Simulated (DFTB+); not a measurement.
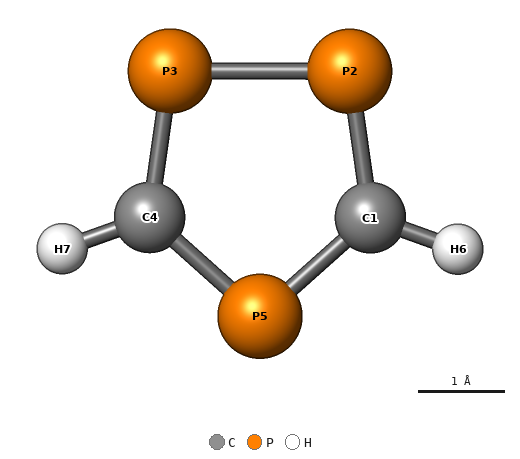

*The structure as given in the input (ball-and-stick view, seen on its broad side; atoms are numbered from 1 in the order of the input).*

Bond lengths as drawn: C–H 1.08 Å, C–P 1.73 Å and P–P 2.10 Å.

**Energy and gradient calculation, with input and output: C₂H₂P₃ (charge −1)**

C₂H₂P₃, charge −1, SMILES c1ppc[p-]1, computed with DFTB1, R-SCC (DFTB+ 25.1).

The geometry comes from this level: GFN2-xTB.

### Output
```
|  DFTB+ development version (commit: a23bfb2)

Reading input file 'dftb_in.hsd'
Parser version: 14

--------------------------------------------------------------------------------
Reading SK-files:
./slakos/cc.spl
./slakos/cp.spl
./slakos/ch.spl
./slakos/pp.spl
./slakos/ph.spl
./slakos/hh.spl
Done.

Processed input in HSD format written to 'dftb_pin.hsd'

Starting initialization...
--------------------------------------------------------------------------------
WARNING!
-> Dipole printed for a charged system : origin dependent quantity
OpenMP threads:              1
Chosen random seed:          269517312
Current stacksize:           unlimited
Mode:                        Static calculation
Self consistent charges:     No
Spin polarisation:           No
Nr. of up electrons:            13.000000
Nr. of down electrons:          13.000000
Periodic boundaries:         No
Electronic solver:           Relatively robust
Electronic temperature:              0.950045E-03 H      0.258520E-01 eV
Included shells:             C:  s, p
                             P:  s, p, d
                             H:  s
Extra options:
                             Mulliken analysis
                             Force calculation
Force type                   original

--------------------------------------------------------------------------------

***  Geometry step: 0

Total Energy:                       -9.7614536089 H         -265.6227 eV
Extrapolated to 0K:                 -9.7614536089 H         -265.6227 eV
Total Mermin free energy:           -9.7614536089 H         -265.6227 eV
Force related energy:               -9.7614536089 H         -265.6227 eV

--------------------------------------------------------------------------------
--------------------------------------------------------------------------------
--------------------------------------------------------------------------------
Missing                                +       0.00 (100.0%)       0.00 (100.0%)
Total                                  =       0.00 (100.0%)       0.00 (100.0%)
--------------------------------------------------------------------------------
```

### File detailed.out
```
Fermi distribution function

 Total charge:    -1.00000000

 Atomic gross charges (e)
 Atom           Charge
    1      -0.33999871
    2      -0.23810910
    3      -0.23823440
    4      -0.33993553
    5      -0.09301016
    6       0.12464546
    7       0.12464244

Nr. of electrons (up):     26.00000000
Atom populations (up)
 Atom       Population
    1       4.33999871
    2       5.23810910
    3       5.23823440
    4       4.33993553
    5       5.09301016
    6       0.87535454
    7       0.87535756

l-shell populations (up)
 Atom Sh.   l       Population
    1   1   0       1.35274223
    1   2   1       2.98725648
    2   1   0       1.71820648
    2   2   1       3.31388472
    2   3   2       0.20601790
    3   1   0       1.71827173
    3   2   1       3.31405162
    3   3   2       0.20591104
    4   1   0       1.35272299
    4   2   1       2.98721254
    5   1   0       1.69375777
    5   2   1       3.16055309
    5   3   2       0.23869929
    6   1   0       0.87535454
    7   1   0       0.87535756

Orbital populations (up)
 Atom Sh.   l   m       Population  Label
    1   1   0   0       1.35274223  s
    1   2   1  -1       1.02260654  p_y
    1   2   1   0       0.94721731  p_z
    1   2   1   1       1.01743263  p_x
    2   1   0   0       1.71820648  s
    2   2   1  -1       1.03842330  p_y
    2   2   1   0       1.26122816  p_z
    2   2   1   1       1.01423326  p_x
    2   3   2  -2       0.03726286  d_xy
    2   3   2  -1       0.01585026  d_yz
    2   3   2   0       0.02265930  d_z2
    2   3   2   1       0.01532621  d_xz
    2   3   2   2       0.11491927  d_x2-y2
    3   1   0   0       1.71827173  s
    3   2   1  -1       1.20270751  p_y
    3   2   1   0       0.89444533  p_z
    3   2   1   1       1.21689879  p_x
    3   3   2  -2       0.00272114  d_xy
    3   3   2  -1       0.06216413  d_yz
    3   3   2   0       0.05689764  d_z2
    3   3   2   1       0.06122202  d_xz
    3   3   2   2       0.02290612  d_x2-y2
    4   1   0   0       1.35272299  s
    4   2   1  -1       1.01215890  p_y
    4   2   1   0       0.97058319  p_z
    4   2   1   1       1.00447046  p_x
    5   1   0   0       1.69375777  s
    5   2   1  -1       1.08615236  p_y
    5   2   1   0       1.04215049  p_z
    5   2   1   1       1.03225024  p_x
    5   3   2  -2       0.00908387  d_xy
    5   3   2  -1       0.06814595  d_yz
    5   3   2   0       0.01714497  d_z2
    5   3   2   1       0.06143425  d_xz
    5   3   2   2       0.08289024  d_x2-y2
    6   1   0   0       0.87535454  s
    7   1   0   0       0.87535756  s

Fermi level:                        -0.1783387267 H           -4.8528 eV
Band energy:                        -9.9853291980 H         -271.7146 eV
TS:                                  0.0000000000 H            0.0000 eV
Band free energy (E-TS):            -9.9853291980 H         -271.7146 eV
Extrapolated E(0K):                 -9.9853291980 H         -271.7146 eV
Output electrons (q):     26.0000000000

Energy H0:                          -9.9853291980 H         -271.7146 eV
Total Electronic energy:            -9.9853291980 H         -271.7146 eV
Repulsive energy:                    0.2238755891 H            6.0920 eV
Total energy:                       -9.7614536089 H         -265.6227 eV
Extrapolated to 0:                  -9.7614536089 H         -265.6227 eV
Total Mermin free energy:           -9.7614536089 H         -265.6227 eV
Force related energy:               -9.7614536089 H         -265.6227 eV

Non-constrained calculation

Non-SCC calculation

Total Forces
    1     -0.018673941501      0.015972004245      0.004669268641
    2      0.009785647830     -0.011884623146      0.020592402648
    3      0.013772870664     -0.014753670050      0.015808893620
    4      0.006111253989     -0.001757911649     -0.024165968521
    5     -0.007630550582      0.008619320177     -0.011684445161
    6     -0.006505449422      0.005363604722      0.003044229142
    7      0.003140169023     -0.001558724298     -0.008264380369

Maximal derivative component:        0.241660E-01 au

Warning: dipole moment is not defined absolutely!
Dipole moment:   -0.50602469    0.57233041   -0.78192258 au
Dipole moment:   -1.28618658    1.45471893   -1.98744911 Debye
```

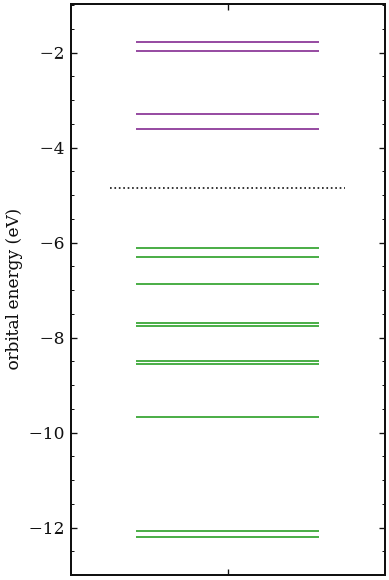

*Orbital energies near the frontier; the dotted line parts filled from empty levels, and levels within 0.02 eV of each other stand side by side.*

Highest filled −6.10 eV, lowest empty −3.60 eV, 2.50 eV apart.

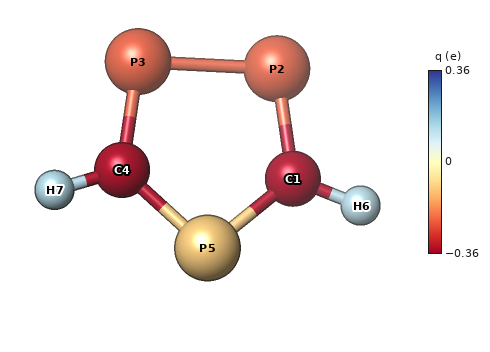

*Mulliken charges, as the colour of each atom (ball-and-stick view, seen at a tilt; atoms are numbered from 1 in the order of the input).*

By element: C −0.34, P −0.24 to −0.09 and H +0.12 e.

The run was set up as follows.

### The input (dftb_in.hsd)
```
Geometry = GenFormat {
  <<< "mol.gen"
}
Hamiltonian = DFTB {
  SCC = No
  SlaterKosterFiles = Type2FileNames {
    Prefix = "slakos/"
    Separator = ""
    Suffix = ".spl"
    LowerCaseTypeName = Yes
  }
  MaxAngularMomentum = {
    C = "p"
    P = "d"
    H = "s"
  }
  Charge = -1
  Filling = Fermi {
    Temperature [Kelvin] = 300
  }
}
Analysis = {
  PrintForces = Yes
}
Options = {
  WriteResultsTag = Yes
}
ParserOptions = {
  ParserVersion = 14
}
```

### File mol.gen
```
7 C
C P H
   1  1     -0.861120      0.658980      0.732970
   2  2      0.072020     -0.337580      1.787760
   3  2      1.306370     -1.221330      0.342530
   4  1      0.658140     -0.429420     -1.046610
   5  2     -0.634270      0.717190     -0.980310
   6  3     -1.631800      1.280870      1.175940
   7  3      1.090660     -0.668720     -2.012290
```

Run as:
```bash
dftb+ > output.log
```

### Key numbers

```json
{"quantity": "outcome", "value": "converged"}
{"quantity": "total energy", "value": "−9.761454 hartree"}
{"quantity": "basis functions", "value": "37"}
{"quantity": "largest force", "value": "1.322 eV/Å"}
{"quantity": "HOMO", "value": "−6.10 eV"}
{"quantity": "LUMO", "value": "−3.60 eV"}
{"quantity": "hardware", "value": "1 thread of Intel Xeon @ 2.50GHz (Skylake/Cascade Lake), 12 GiB of memory available, shared host"}
{"quantity": "peak memory", "value": "0.073 GiB"}
```
